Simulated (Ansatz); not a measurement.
# Geometry relaxation, with input and output: CH6AlFO2 (part 2 of 3)

CH6AlFO2; RKS B3LYP/def2-SVP (Ansatz 0.2.0). It belongs to a series of runs on one base structure; here: end point A relaxed.

Geometry of the input (Å):
```
Al 0.0354  -0.8140  -0.1066
C  0.6989  0.9450  -0.6784
O  -1.2187  -1.5020  -1.0371
O  0.6857  -1.7729  1.1436
H  -1.0627  1.7703  0.6766
F  -1.4145  1.4111  1.4390
H  -0.0313  1.4591  -1.3271
H  0.9609  1.6031  0.1697
H  1.6216  0.8345  -1.2740
H  -1.5816  -2.3715  -0.8466
H  1.3061  -1.5628  1.8408
```

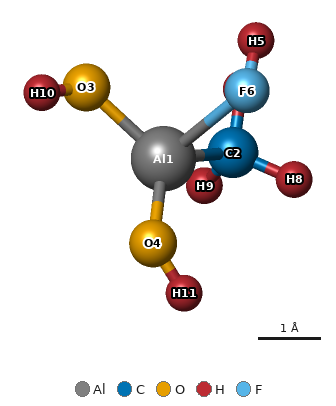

Fig. 1: The geometry at step 16 of the log (ball-and-stick view, seen at a tilt; atoms are numbered from 1 in the order of the input).

**Trajectory as extended XYZ, continued**
```
11
Properties=species:S:1:pos:R:3:forces:R:3 step=5 energy=-14538.55326
Al   -0.1014   -0.6097    0.0455    0.0500  -0.0507  -0.0548
C     0.7425    1.0111   -0.6912    0.0516   0.0134  -0.0027
O    -1.3052   -1.3279   -0.9354   -0.0431  -0.0477  -0.0693
O     0.5862   -1.6209    1.2401    0.0773  -0.0222   0.1398
H    -1.0607    1.4746    0.6809   -0.0540  -0.0762   0.0892
F    -1.2952    0.6977    1.1577   -0.0930   0.1185   0.0449
H     0.0461    1.5705   -1.3444    0.0374   0.0201  -0.0144
H     1.1197    1.7060    0.0844    0.0331   0.0005  -0.0625
H     1.6130    0.7660   -1.3246   -0.0268  -0.0005   0.0099
H    -1.6385   -2.2166   -0.7802    0.0113   0.0367   0.0031
H     1.2934   -1.4510    1.8670   -0.0439   0.0082  -0.0832
11
Properties=species:S:1:pos:R:3:forces:R:3 step=6 energy=-14538.56480
Al   -0.1069   -0.5997    0.0474    0.0671  -0.0105  -0.0809
C     0.7614    1.0050   -0.7064   -0.0521   0.0869   0.0966
O    -1.2940   -1.3263   -0.9498   -0.0197   0.0089  -0.0284
O     0.5852   -1.6051    1.2461    0.0046  -0.0161   0.0918
H    -1.1306    1.4814    0.7596   -0.0890  -0.1105   0.1040
F    -1.3622    0.6829    1.2000    0.1078   0.1164  -0.1289
H     0.0791    1.5821   -1.3597    0.0239  -0.0086   0.0185
H     1.1771    1.7011    0.0487   -0.0114  -0.0290  -0.0498
H     1.6143    0.7261   -1.3497   -0.0189  -0.0622   0.0103
H    -1.6245   -2.2158   -0.7971   -0.0054   0.0052   0.0125
H     1.3009   -1.4320    1.8608   -0.0069   0.0195  -0.0458
11
Properties=species:S:1:pos:R:3:forces:R:3 step=7 energy=-14538.57324
Al   -0.1021   -0.5904    0.0499    0.0615   0.0213   0.0054
C     0.7819    1.0036   -0.7022   -0.0245  -0.0266   0.0125
O    -1.2849   -1.3170   -0.9537   -0.0153   0.0151  -0.0170
O     0.5731   -1.5816    1.2740   -0.0671  -0.0221  -0.0196
H    -1.2515    1.4747    0.7623   -0.0244   0.0667  -0.0128
F    -1.3850    0.6627    1.2073    0.0439  -0.0671  -0.0220
H     0.1079    1.6054   -1.3406    0.0124   0.0017   0.0223
H     1.2421    1.6784    0.0425   -0.0117  -0.0072  -0.0092
H     1.6038    0.6839   -1.3685   -0.0211  -0.0092   0.0157
H    -1.6304   -2.1987   -0.7896   -0.0044  -0.0049   0.0081
H     1.3450   -1.4212    1.8184    0.0508   0.0320   0.0165
11
Properties=species:S:1:pos:R:3:forces:R:3 step=8 energy=-14538.57575
Al   -0.0898   -0.5886    0.0512   -0.0607  -0.0721  -0.0429
C     0.7927    0.9938   -0.7003    0.0320   0.0695  -0.0084
O    -1.2777   -1.3062   -0.9574    0.0064   0.0166   0.0181
O     0.5768   -1.5861    1.2763   -0.0032   0.0064   0.0231
H    -1.3102    1.4676    0.7552   -0.0248  -0.0278   0.0150
F    -1.3788    0.6473    1.2024    0.0255   0.0320  -0.0172
H     0.1144    1.6064   -1.3227   -0.0046  -0.0036   0.0011
H     1.2609    1.6618    0.0448    0.0129  -0.0055  -0.0002
H     1.6037    0.6762   -1.3797   -0.0003  -0.0023   0.0051
H    -1.6452   -2.1761   -0.7773    0.0006  -0.0090  -0.0013
H     1.3531   -1.3965    1.8073    0.0161  -0.0041   0.0076
11
Properties=species:S:1:pos:R:3:forces:R:3 step=9 energy=-14538.57534 accepted=F
Al   -0.0829   -0.5851    0.0517   -0.0483  -0.0183   0.0250
C     0.8146    0.9909   -0.6971    0.0481   0.0230  -0.0440
O    -1.2799   -1.2975   -0.9507   -0.0012  -0.0013   0.0175
O     0.5739   -1.5738    1.2924    0.1458   0.0420   0.0743
H    -1.4241    1.4517    0.7270    0.0145  -0.4412   0.2449
F    -1.3835    0.6396    1.2086   -0.0029   0.4282  -0.2557
H     0.1352    1.6291   -1.2929    0.0144  -0.0057   0.0131
H     1.3174    1.6341    0.0474   -0.0213  -0.0174  -0.0061
H     1.6004    0.6626   -1.4022   -0.0221   0.0177   0.0130
H    -1.6562   -2.1624   -0.7621    0.0132   0.0136  -0.0079
H     1.3851   -1.3893    1.7779   -0.1404  -0.0406  -0.0742
11
Properties=species:S:1:pos:R:3:forces:R:3 step=10 energy=-14538.57744
Al   -0.0917   -0.5864    0.0525    0.0079  -0.0233  -0.0056
C     0.8030    0.9919   -0.6984    0.0025   0.0260  -0.0101
O    -1.2864   -1.3000   -0.9504    0.0004   0.0053   0.0148
O     0.5775   -1.5764    1.2833   -0.0101  -0.0070   0.0107
H    -1.3653    1.4570    0.7365   -0.0162  -0.0207   0.0127
F    -1.3749    0.6484    1.2087    0.0091   0.0211  -0.0175
H     0.1255    1.6175   -1.3087    0.0034   0.0042  -0.0040
H     1.2854    1.6472    0.0485    0.0034  -0.0068   0.0035
H     1.6030    0.6683   -1.3877   -0.0009   0.0027  -0.0026
H    -1.6467   -2.1743   -0.7767   -0.0003   0.0001   0.0000
H     1.3704   -1.3935    1.7924    0.0010  -0.0016  -0.0019
11
Properties=species:S:1:pos:R:3:forces:R:3 step=11 energy=-14538.57772
Al   -0.0820   -0.5835    0.0542   -0.0108   0.0267   0.0073
C     0.8195    0.9899   -0.7010    0.0119   0.0089  -0.0121
O    -1.2930   -1.2860   -0.9375    0.0019  -0.0087   0.0014
O     0.5783   -1.5714    1.2928    0.0383   0.0065   0.0113
H    -1.4566    1.4345    0.7103    0.0278  -0.3405   0.2035
F    -1.3682    0.6432    1.2156   -0.0310   0.3353  -0.2055
H     0.1438    1.6358   -1.2929    0.0051  -0.0173   0.0169
H     1.3197    1.6265    0.0507   -0.0037  -0.0093  -0.0116
H     1.6048    0.6645   -1.4066   -0.0013   0.0082   0.0062
H    -1.6541   -2.1602   -0.7645   -0.0002   0.0041   0.0011
H     1.3878   -1.3935    1.7788   -0.0379  -0.0137  -0.0185
11
Properties=species:S:1:pos:R:3:forces:R:3 step=12 energy=-14538.57598 accepted=F
Al   -0.0866   -0.5544    0.0676    0.1277  -0.1702  -0.0752
C     0.8477    0.9848   -0.7118   -0.0764   0.0709   0.0567
O    -1.2872   -1.2669   -0.9308   -0.0506   0.0391   0.0031
O     0.5795   -1.5621    1.2876   -0.0138   0.0233   0.0486
H    -1.5568    1.3968    0.7208   -0.0245  -0.0369   0.0317
F    -1.3899    0.6351    1.2395    0.0581   0.0603  -0.0767
H     0.1655    1.6384   -1.2859    0.0194   0.0345  -0.0049
H     1.3707    1.6129    0.0304   -0.0086   0.0198  -0.0060
H     1.6136    0.6511   -1.4341   -0.0262  -0.0492   0.0190
H    -1.6469   -2.1416   -0.7567    0.0055   0.0101   0.0088
H     1.3904   -1.3944    1.7734   -0.0106  -0.0015  -0.0052
11
Properties=species:S:1:pos:R:3:forces:R:3 step=13 energy=-14538.58031
Al   -0.0754   -0.5775    0.0573    0.0043   0.0108  -0.0090
C     0.8293    0.9903   -0.7035    0.0043   0.0029  -0.0043
O    -1.2955   -1.2715   -0.9303   -0.0003  -0.0031   0.0011
O     0.5811   -1.5721    1.2919    0.0117  -0.0041   0.0056
H    -1.5013    1.4072    0.6984   -0.0013  -0.0863   0.0506
F    -1.3599    0.6427    1.2220   -0.0090   0.0928  -0.0467
H     0.1501    1.6317   -1.2953   -0.0012  -0.0040   0.0058
H     1.3275    1.6312    0.0452   -0.0008  -0.0078  -0.0031
H     1.6139    0.6648   -1.4095    0.0031   0.0019   0.0033
H    -1.6611   -2.1434   -0.7552   -0.0003   0.0013   0.0014
H     1.3913   -1.4036    1.7789   -0.0104  -0.0045  -0.0048
11
Properties=species:S:1:pos:R:3:forces:R:3 step=14 energy=-14538.58242
Al   -0.0673   -0.5711    0.0552    0.0143  -0.0023   0.0024
C     0.8436    0.9892   -0.7093    0.0005  -0.0005  -0.0017
O    -1.3061   -1.2542   -0.9179   -0.0024   0.0032  -0.0041
O     0.5861   -1.5730    1.2856    0.0007  -0.0075   0.0027
H    -1.5692    1.3764    0.6897   -0.0066  -0.0538   0.0233
F    -1.3437    0.6476    1.2324   -0.0080   0.0560  -0.0191
H     0.1631    1.6243   -1.3061    0.0119  -0.0018   0.0007
H     1.3285    1.6340    0.0447   -0.0001  -0.0044  -0.0073
H     1.6377    0.6660   -1.4057   -0.0080   0.0064   0.0043
H    -1.6703   -2.1266   -0.7415   -0.0004   0.0046   0.0027
H     1.3975   -1.4128    1.7729   -0.0019   0.0001  -0.0039
11
Properties=species:S:1:pos:R:3:forces:R:3 step=15 energy=-14538.58432
Al   -0.0572   -0.5625    0.0590    0.0179   0.0063  -0.0070
C     0.8588    0.9898   -0.7134   -0.0004  -0.0059  -0.0002
O    -1.3096   -1.2328   -0.9067   -0.0149   0.0069  -0.0037
O     0.5918   -1.5728    1.2844   -0.0058  -0.0115   0.0060
H    -1.6476    1.3322    0.6737    0.1037  -0.3019   0.2189
F    -1.3353    0.6483    1.2419   -0.1141   0.2974  -0.2172
H     0.1788    1.6245   -1.3105    0.0005   0.0020   0.0036
H     1.3457    1.6359    0.0374    0.0015   0.0018   0.0027
H     1.6503    0.6633   -1.4106    0.0056  -0.0040  -0.0013
H    -1.6823   -2.1007   -0.7254    0.0019   0.0031   0.0015
H     1.4064   -1.4255    1.7701    0.0040   0.0058  -0.0033
11
Properties=species:S:1:pos:R:3:forces:R:3 step=16 energy=-14538.58303 accepted=F
Al   -0.0482   -0.5537    0.0597    0.0564   0.0367   0.0298
C     0.8770    0.9905   -0.7161    0.0160  -0.0271  -0.0223
O    -1.3201   -1.2100   -0.8911   -0.0392   0.0298  -0.0028
O     0.5977   -1.5707    1.2817   -0.0047  -0.0158   0.0034
H    -1.7442    1.2638    0.6469    0.4085  -0.6496   0.6019
F    -1.3135    0.6643    1.2518   -0.4346   0.6183  -0.6135
H     0.1974    1.6312   -1.3073    0.0100  -0.0011   0.0114
H     1.3709    1.6305    0.0356   -0.0122  -0.0014   0.0004
H     1.6641    0.6597   -1.4166   -0.0004   0.0037  -0.0025
H    -1.6978   -2.0750   -0.7070    0.0031  -0.0002   0.0032
H     1.4168   -1.4309    1.7623   -0.0027   0.0067  -0.0090
11
Properties=species:S:1:pos:R:3:forces:R:3 step=17 energy=-14538.58855
Al   -0.0527   -0.5580    0.0593    0.0350   0.0078   0.0117
C     0.8683    0.9900   -0.7148    0.0059  -0.0112  -0.0068
O    -1.3180   -1.2192   -0.8962   -0.0195   0.0142  -0.0096
O     0.5951   -1.5716    1.2832   -0.0050  -0.0074   0.0008
H    -1.6900    1.2934    0.6594    0.0267  -0.1343   0.0900
F    -1.3292    0.6550    1.2445   -0.0451   0.1289  -0.0908
H     0.1886    1.6284   -1.3085    0.0065  -0.0019   0.0065
H     1.3580    1.6328    0.0373   -0.0037  -0.0015  -0.0013
H     1.6580    0.6617   -1.4135   -0.0016   0.0008   0.0020
H    -1.6907   -2.0872   -0.7160    0.0002   0.0008   0.0031
H     1.4123   -1.4255    1.7651    0.0006   0.0037  -0.0055
11
Properties=species:S:1:pos:R:3:forces:R:3 step=18 energy=-14538.59396
Al   -0.0439   -0.5517    0.0620    0.0228   0.0135   0.0130
C     0.8816    0.9882   -0.7184    0.0155  -0.0054  -0.0030
O    -1.3288   -1.1955   -0.8809   -0.0236   0.0117  -0.0043
O     0.5996   -1.5727    1.2826   -0.0046  -0.0014  -0.0051
H    -1.7526    1.2419    0.6446    0.0926  -0.2231   0.1758
F    -1.3182    0.6670    1.2493   -0.1124   0.2013  -0.1828
H     0.2005    1.6276   -1.3090    0.0036  -0.0066   0.0045
H     1.3698    1.6305    0.0350    0.0065  -0.0003  -0.0049
H     1.6704    0.6598   -1.4180    0.0005   0.0039   0.0064
H    -1.6983   -2.0665   -0.7077   -0.0021   0.0064   0.0049
H     1.4198   -1.4289    1.7603    0.0012   0.0000  -0.0044
11
Properties=species:S:1:pos:R:3:forces:R:3 step=19 energy=-14538.60190
Al   -0.0338   -0.5416    0.0649    0.0392   0.0463   0.0302
C     0.9007    0.9877   -0.7216    0.0279  -0.0143  -0.0196
O    -1.3423   -1.1647   -0.8624   -0.0416   0.0299   0.0149
O     0.6030   -1.5719    1.2814   -0.0051  -0.0064  -0.0097
H    -1.8406    1.1569    0.6280    0.3901  -0.4533   0.4863
F    -1.2974    0.6908    1.2533   -0.4255   0.3924  -0.5107
H     0.2169    1.6259   -1.3100    0.0052  -0.0049   0.0072
H     1.3901    1.6312    0.0298    0.0035  -0.0035  -0.0028
H     1.6870    0.6567   -1.4223    0.0086   0.0049   0.0016
H    -1.7111   -2.0373   -0.6951   -0.0027   0.0117   0.0064
H     1.4275   -1.4339    1.7537    0.0003  -0.0028  -0.0038
11
Properties=species:S:1:pos:R:3:forces:R:3 step=20 energy=-14538.62864
Al   -0.0115   -0.5243    0.0695    0.0070   0.0982   0.0847
C     0.9332    0.9929   -0.7256    0.0434  -0.0373  -0.0379
O    -1.3823   -1.0931   -0.8069   -0.0365   0.0004  -0.0590
O     0.6244   -1.5708    1.2730   -0.0184  -0.0104  -0.0364
H    -1.9335    0.9993    0.5771    0.5511  -0.5166   0.5948
F    -1.3138    0.6743    1.2275   -0.5562   0.4800  -0.5568
H     0.2501    1.6252   -1.3205    0.0045  -0.0091   0.0127
H     1.4161    1.6424    0.0246    0.0048  -0.0045   0.0038
H     1.7251    0.6579   -1.4183    0.0100   0.0088   0.0031
H    -1.7592   -1.9629   -0.6440   -0.0149  -0.0029  -0.0014
H     1.4513   -1.4411    1.7436    0.0053  -0.0066  -0.0077
11
Properties=species:S:1:pos:R:3:forces:R:3 step=21 energy=-14538.65873
Al   -0.0176   -0.4896    0.0893    0.2542   0.1077   0.0083
C     0.9576    0.9921   -0.7330    0.0208  -0.0182  -0.0117
O    -1.3897   -1.0519   -0.7956   -0.1880   0.1061   0.0931
O     0.6219   -1.5619    1.2682   -0.0639  -0.0087  -0.0064
H    -2.0236    0.8274    0.5822    1.2528  -0.4038   1.0940
F    -1.2987    0.7409    1.2321   -1.2804   0.2118  -1.1883
H     0.2762    1.6244   -1.3295    0.0138   0.0034   0.0139
H     1.4450    1.6433    0.0127    0.0136   0.0122  -0.0074
H     1.7456    0.6439   -1.4234   -0.0018  -0.0127   0.0184
H    -1.7709   -1.9210   -0.6364   -0.0101   0.0027  -0.0028
H     1.4542   -1.4477    1.7334   -0.0112  -0.0005  -0.0109
11
Properties=species:S:1:pos:R:3:forces:R:3 step=22 energy=-14538.74262
Al   -0.0017   -0.4617    0.0926    0.2147   0.2221   0.1434
C     0.9900    0.9995   -0.7442    0.0012  -0.0181  -0.0209
O    -1.4391   -0.9655   -0.7354   -0.2567   0.0316   0.0076
O     0.6240   -1.5462    1.2655   -0.0318  -0.0530  -0.0345
H    -2.0466    0.6316    0.5485    1.2317  -0.3152   1.0247
F    -1.3346    0.7012    1.2228   -1.1615   0.1340  -1.1136
H     0.3138    1.6179   -1.3609    0.0204  -0.0040   0.0178
H     1.4632    1.6670   -0.0033    0.0115  -0.0072  -0.0099
H     1.7893    0.6400   -1.4154   -0.0009  -0.0098   0.0215
H    -1.8183   -1.8401   -0.5978   -0.0126   0.0330  -0.0194
H     1.4600   -1.4440    1.7275   -0.0161  -0.0134  -0.0168
11
Properties=species:S:1:pos:R:3:forces:R:3 step=23 energy=-14538.86305
Al   -0.0050   -0.4262    0.1134    0.3461   0.2866   0.0945
C     1.0012    1.0061   -0.7469    0.0398  -0.0434  -0.0337
O    -1.4709   -0.9125   -0.6993   -0.3558   0.0710   0.2415
O     0.6170   -1.5408    1.2601   -0.1289  -0.0366  -0.0722
H    -2.0248    0.4380    0.5481    0.9673   0.0110   0.6494
F    -1.3449    0.7614    1.1886   -0.9219  -0.3642  -0.8913
H     0.3291    1.6211   -1.3706    0.0198   0.0018   0.0235
H     1.4786    1.6761   -0.0115    0.0145   0.0125  -0.0123
H     1.7987    0.6292   -1.4105    0.0002  -0.0020   0.0177
H    -1.8325   -1.8006   -0.5939   -0.0036   0.0715  -0.0295
H     1.4534   -1.4520    1.7224    0.0224  -0.0082   0.0125
11
Properties=species:S:1:pos:R:3:forces:R:3 step=24 energy=-14539.00153
Al    0.0097   -0.3912    0.1274    0.1713   0.4699   0.2573
C     1.0231    1.0182   -0.7523    0.0475  -0.0756  -0.0687
O    -1.5283   -0.8391   -0.6116   -0.3257  -0.1013   0.0689
O     0.6114   -1.5353    1.2528    0.1817  -0.0326   0.0663
H    -1.9837    0.2543    0.4967    0.5310  -0.0566   0.1829
F    -1.3944    0.7501    1.1376   -0.3335  -0.1940  -0.3239
H     0.3480    1.6289   -1.3760    0.0235   0.0057   0.0131
H     1.5021    1.6923   -0.0221    0.0174   0.0051  -0.0060
H     1.8173    0.6303   -1.4129    0.0110   0.0166   0.0076
H    -1.8595   -1.7429   -0.5598   -0.0620   0.0010  -0.0466
H     1.4543   -1.4657    1.7199   -0.2622  -0.0381  -0.1509
11
Properties=species:S:1:pos:R:3:forces:R:3 step=25 energy=-14538.98073 accepted=F
Al    0.0131   -0.3102    0.1790   -0.2384   0.3493   0.2283
C     1.0559    1.0364   -0.7609   -0.0265  -0.0373  -0.0170
O    -1.5897   -0.7906   -0.5274    0.0099  -0.8467  -0.1460
O     0.6119   -1.5163    1.2405   -3.2617  -0.0241  -1.8825
H    -1.9270    0.0731    0.4527   -0.3249  -0.2264  -0.2070
F    -1.4669    0.7278    1.1256    0.5321   0.1077   0.1969
H     0.3865    1.6449   -1.3919    0.0271   0.0246  -0.0074
H     1.5493    1.7198   -0.0490    0.0177   0.0118  -0.0085
H     1.8409    0.6196   -1.4147   -0.0216  -0.0216   0.0284
H    -1.8780   -1.7240   -0.5309    0.0949   0.6011   0.0269
H     1.4038   -1.4808    1.6768    3.1912   0.0616   1.7880
11
Properties=species:S:1:pos:R:3:forces:R:3 step=26 energy=-14539.05038
Al    0.0053   -0.3458    0.1558   -0.0733   0.3013   0.0379
C     1.0358    1.0258   -0.7571    0.0002  -0.0248  -0.0226
O    -1.5629   -0.8223   -0.5773    0.0957   0.2103   0.1682
O     0.5989   -1.5285    1.2405    0.8142  -0.0258   0.4876
H    -1.9446    0.1694    0.4748   -0.0096  -0.1900  -0.0798
F    -1.4259    0.7481    1.1283    0.1002  -0.0956  -0.1039
H     0.3621    1.6363   -1.3817    0.0306   0.0251  -0.0058
H     1.5198    1.7022   -0.0325    0.0298   0.0261  -0.0152
H     1.8258    0.6257   -1.4145   -0.0044  -0.0128   0.0158
H    -1.8690   -1.7329   -0.5525   -0.1188  -0.1522   0.0046
H     1.4545   -1.4782    1.7162   -0.8646  -0.0616  -0.4867
```
